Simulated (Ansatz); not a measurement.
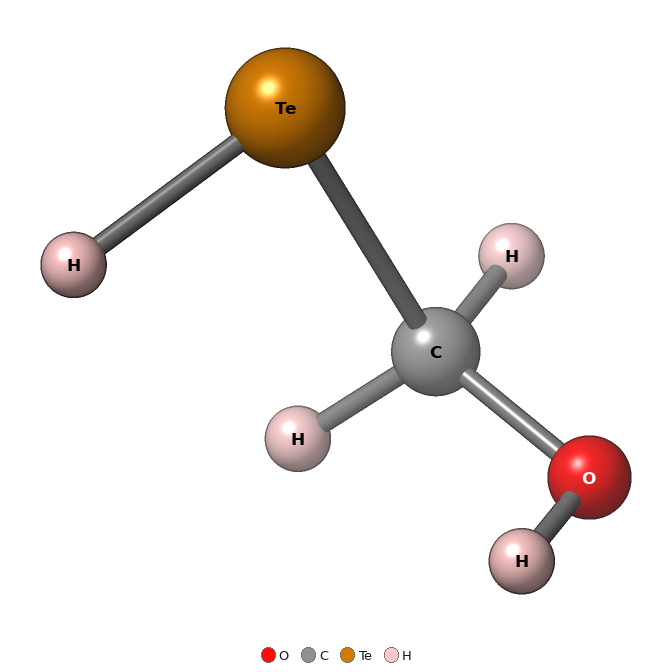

Orthographic view. Depth is shown by fading: the farther an atom, the more it takes the colour of the background. The geometry was computed by an optimisation with PBE-D4/def2-SVP. No frequency run is at hand to confirm it as a minimum.

Q: Write the InChI string.

A: InChI=1S/CH4OTe/c2-1-3/h2-3H,1H2
